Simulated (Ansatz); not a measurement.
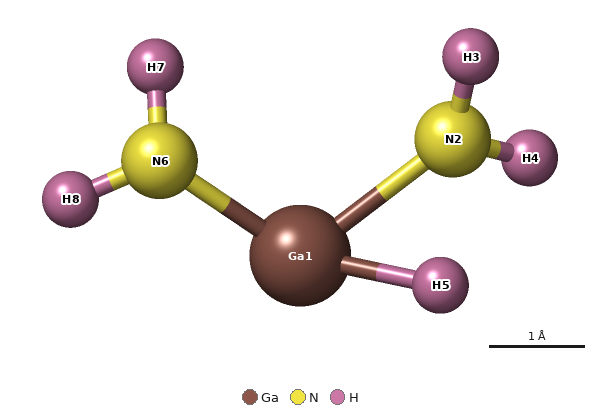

**Figure 1.** The structure as given in the input (ball-and-stick view, seen on its broad side; atoms are numbered from 1 in the order of the input). Sticks mark near contacts. Bond lengths as drawn: Ga–H 1.67 Å, Ga–N 1.87 to 2.04 Å and H–N 1.03 to 1.04 Å.

# GaN2H5: frequency calculation

GaN2H5, computed with RKS BLYP-D4/def2-SVP (Ansatz 0.2.0).

It belongs to a series of runs on one base structure; here: vibrations at the highest image of the band. Figures and captions count atoms from 1; the log counts them from 0 in places.

## Input
```yaml
crystal:
  periodic: [false, false, false]
  atoms:
    - { symbol: Ga, position_ang: [0.368172, 0.606143, -0.414446] }
    - { symbol: "N", position_ang: [0.891866, -0.108124, 1.419073] }
    - { symbol: H, position_ang: [0.563331, -0.888232, 2.018907] }
    - { symbol: H, position_ang: [1.577471, 0.448037, 1.951137] }
    - { symbol: H, position_ang: [1.794473, -0.110622, 0.066763] }
    - { symbol: "N", position_ang: [-1.346834, -0.058652, -0.756921] }
    - { symbol: H, position_ang: [-2.021624, -0.091505, 0.018222] }
    - { symbol: H, position_ang: [-1.835959, 0.202953, -1.620037] }
basis:
  gaussian: { orbitals: def2-SVP }
hamiltonian:
  xc: blyp
  dispersion: d4
phonons: {}
```

Hardware: 2 threads of Arm Neoverse V1, 24 GiB of memory available, shared host.

Launched with:
```bash
ansatz run input.yaml --threads 2 --pin off --max-ram 3072MiB --backend cpu --events-out ev --progress --plain --runs-dir out
```

## Output
```
Engine: ansatz 0.2.0, aarch64-unknown-linux-gnu
Functional definition: BLYP
  parameter beta = 0.0042
  parameter a = 0.04918
  parameter b = 0.132
  parameter c = 0.2533
  parameter d = 0.349
  exchange = b88_x(beta = beta)
  correlation = lyp_c(a = a, b = b, c = c, d = d)
989 factors; their error is unknown
mean field evaluation 1: about -55408.7236 eV, gradient 1.0e2 eV
mean field evaluation 2: about -55282.6374 eV, gradient 2.1e2 eV
mean field evaluation 4: about -55425.7914 eV, gradient 3.6e1 eV
mean field evaluation 8: about -55429.8052 eV, gradient 5.5e-1 eV
mean field evaluation 16: about -55429.7567 eV, gradient 2.4e-4 eV
mean field -55429.75665894 eV, -2037.0059855776 hartree, gradient 4.5e-5 eV, S^2 0.000000; 0 other end points of the search recorded, 0 dependent functions left out
the calculation of the forces begins
reference -55429.75696489 eV, -2037.0059968210 hartree; 25, 25 occupied and 60, 60 virtual orbitals, 989 factors
these checks for a lower state are left out or cut short: stability, starts, cluster_reference, orbital_swaps, neighbouring_geometries, increment
989 factors; their error is unknown
mean field -55429.75661192 eV, -2037.0059838495 hartree, gradient 1.2e-6 eV, S^2 0.000000; 0 other end points of the search recorded, 0 dependent functions left out
[... from here on the field's lines of each further geometry are left out, up to the last ...]
the calculation of the forces begins
reference -55429.75685341 eV, -2037.0059927243 hartree; 25, 25 occupied and 60, 60 virtual orbitals, 989 factors
these checks for a lower state are left out or cut short: stability, starts, cluster_reference, orbital_swaps, neighbouring_geometries, increment
989 factors; their error is unknown
mean field -55429.75657453 eV, -2037.0059824754 hartree, gradient 1.7e-6 eV, S^2 0.000000; 0 other end points of the search recorded, 0 dependent functions left out
the calculation of the forces begins
reference -55429.75688048 eV, -2037.0059937191 hartree; 25, 25 occupied and 60, 60 virtual orbitals, 989 factors
WARN: phonons: modes at or below zero, which the zero-point energy, F, S and C_V leave out: 1, the lowest at -1149.05 cm⁻¹. A minimum has none, and a first-order saddle one
Total energy: -55430.01956424 eV, -2037.0156471691 hartree
Atom 0 at     0.368172     0.606143    -0.414446 Å, force     0.000119    -0.000075     0.000013 eV/Å
Atom 1 at     0.891866    -0.108124     1.419073 Å, force     0.000027     0.000045     0.000043 eV/Å
Atom 2 at     0.563331    -0.888232     2.018907 Å, force    -0.000055    -0.000043    -0.000100 eV/Å
Atom 3 at     1.577471     0.448037     1.951137 Å, force     0.000035    -0.000016    -0.000029 eV/Å
Atom 4 at     1.794473    -0.110622     0.066763 Å, force    -0.000078     0.000129     0.000122 eV/Å
Atom 5 at    -1.346834    -0.058652    -0.756921 Å, force    -0.000276    -0.000201    -0.000244 eV/Å
Atom 6 at    -2.021624    -0.091505     0.018222 Å, force     0.000194     0.000112     0.000210 eV/Å
Atom 7 at    -1.835959     0.202953    -1.620037 Å, force     0.000036     0.000049    -0.000015 eV/Å
Dipole moment:    -0.184416    -0.006460     0.297216 e Å
Vibrations: -1149.05 148.84 261.92 331.09 399.60 443.65 511.21 601.52 631.85 709.42 910.58 1450.94 1477.16 1605.37 3286.88 3404.08 3444.50 3509.77 cm⁻¹, zero-point energy 1.433776 eV
```

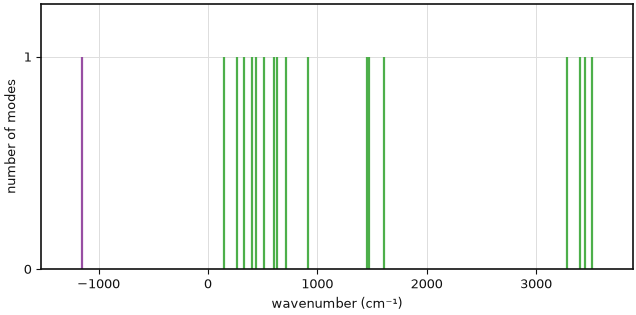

**Figure 2.** Harmonic vibrational wavenumbers from the force constants; neighbouring modes closer than 21 cm⁻¹ are counted in one stick, and imaginary ones are drawn at negative wavenumbers. 18 modes from 1149i to 3510 cm⁻¹, 1 imaginary beyond 8i (1149i cm⁻¹): a first-order saddle point, if the geometry is stationary.

## Results in brief

| quantity | value |
| --- | --- |
| outcome | converged |
| total energy | −55430.0196 eV |
| mean-field energy | −55429.7570 eV |
| largest force (length of the vector) | under 0.001 eV/Å |
| wall time | 38 s (CPU time 71 s) |
| peak memory | 0.12 GiB |
